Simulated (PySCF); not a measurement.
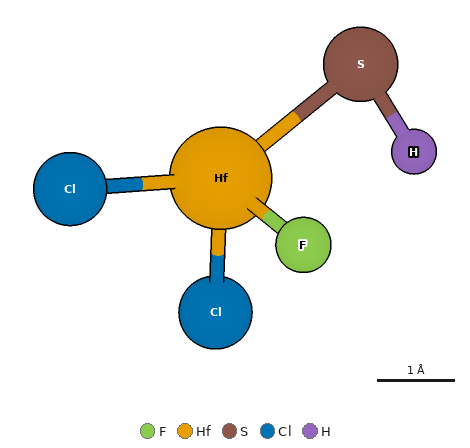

**Figure 1.** The structure (ball-and-stick view, seen at a tilt). Sticks mark near contacts.

## HfHSCl2F: GW calculation

System: HfHSCl2F, SMILES [F][Hf]([SH])([Cl])[Cl].
Method: G0W0 (PBE0)/def2-SVP, RKS, core potentials def2-svp (PySCF 2.14.0).

The run did not end well. The geometry comes from this level: GFN2-xTB.

## The input (run.py)
```python
from pyscf import gto, dft, gw

mol = gto.M(
    atom=[
    ('F', (0.291750, -1.562180, -0.303290)),
    ('Hf', (-0.534490, 0.112300, -0.235920)),
    ('S', (0.161150, 0.506790, 2.091790)),
    ('Cl', (-2.288960, -0.395940, -1.621040)),
    ('Cl', (0.987030, 1.143790, -1.573530)),
    ('H', (1.383520, 0.195230, 1.642000)),
],
    spin=0,
    basis='def2-svp',
    max_memory=40,
    verbose=3,
    charge=0,
    ecp={'Hf': 'def2-svp'},
)

mf = dft.RKS(mol, xc='pbe0')
mf.direct_scf_tol = 1e-13
mf.conv_tol = 1e-08
mf.max_cycle = 60
mf.grids.level = 4
mf.kernel()

energy = mf.e_tot
print('Final energy', energy)

nocc = mol.nelec[0]
orbs = list(range(max(0, nocc - 2), min(mol.nao, nocc + 2)))
mygw = gw.GW(mf, freq_int='ac')
mygw.orbs = orbs
mygw.kernel()
print('orbital   mean field (eV)   quasiparticle (eV)')
for p in orbs:
    print('%4d %12.4f %12.4f' % (p + 1, mf.mo_energy[p] * 27.211386, mygw.mo_energy[p] * 27.211386))
```

Launched with:
```bash
OMP_NUM_THREADS=1 python run.py
```

## The program's output
```
converged SCF energy = -1466.28481882123
Final energy -1466.2848188212333

WARN: Even tempered Gaussians are generated as DF auxbasis for  Hf

MemoryError
```

## What the run reported

```tsv
quantity	value
outcome	ended with an error
total energy	−1466.284819 hartree
basis functions	105
HOMO	−7.92 eV
LUMO	−2.30 eV
dipole moment	1.82 D
hardware	1 thread of Arm Neoverse V1, 24 GiB of memory available, shared host
wall time	31 s
peak memory	0.15 GiB
```

The run ended with an error: “MemoryError”
